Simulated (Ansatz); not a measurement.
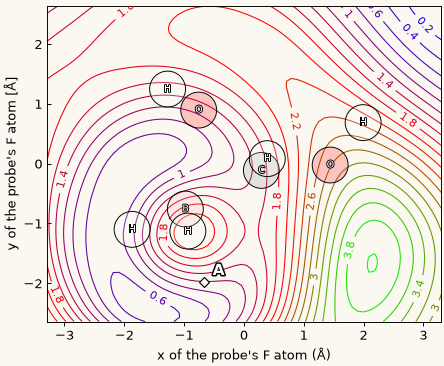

CH₅BO₂ (SMILES BC(O)O) with the probe HF. The probe is moved over a plane parallel to the molecule's main plane, 3.59 Å above it. First axis: x of the probe's F atom. Second axis: y of the probe's F atom. Nothing is relaxed (molecule and probe rigid, the probe upright with F nearest the plane). The scan uses an 11 × 9 grid. Points are written as (first, second). All energies are given in kJ/mol relative to the lowest grid point. These are results of Ansatz, RKS wB97M-V/def2-SVP, not measurements.

The picture shows contour lines labelled in kJ/mol (none above 4), labelled circles for the molecule's atoms, projected on the plane, the point A. Between grid points the surface is interpolated.

### Is A at rest? If not, where is it pushed?

A, at (−0.66 Å, −1.98 Å), is not a stationary point. The computed force is 0.015 eV/Å in the plane, pointing down in the picture (components 0.000 and −0.015 eV/Å).
